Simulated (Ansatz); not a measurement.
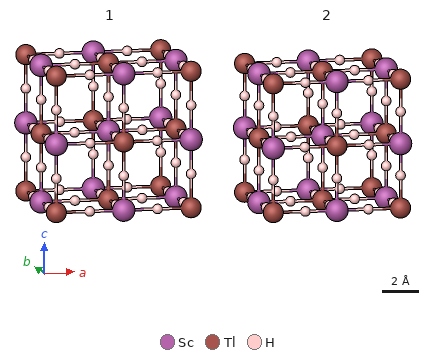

Two geometries of a crystal of ScTlH$_{6}$ (built on the MgZrF6-225 type type), drawn at one scale. One is the start of a relaxation, the other its converged end. A ball-and-stick model of the conventional cell (4 times the calculation's cell), seen slightly off an axis. Lengths and directions refer to the drawn axes.

These are results of DFT, PBEsol, plane waves, PAW in Ansatz 0.2.0, not measurements. Set-up: plane-wave cutoff 420 eV; k-point mesh 6 × 6 × 6; occupations fermi dirac; smearing width 0.03 eV; no spin polarisation; cell and atoms relaxed; force threshold 0.01 eV/Å; at most 120 steps.

### Which geometry has the lower energy?

Structure 1 is the relaxed one. The energy falls by 0.547 eV per cell of the calculation in 4 accepted moves (6 points after the start). Largest force component: 0.33 eV/Å at the start, 0.00015 eV/Å at the end. The pressure goes from 10.11 to 0.00 GPa. At 2 points the geometry stayed and the basis and grid were re-selected for the new cell (energy shift of 21.2 meV per cell of the calculation at most each time). The largest moves relative to the cell, 0.030 Å, are those of H atoms. Tl and Sc stay in place. The volume changes by +18.9 %, with a = b = c 7.374 → 7.812 Å (+5.9 %). Among the contacts that change: H–Sc 1.826 → 1.964 Å, H–Tl 1.861 → 1.941 Å. The space group stays Fm-3m (No. 225).
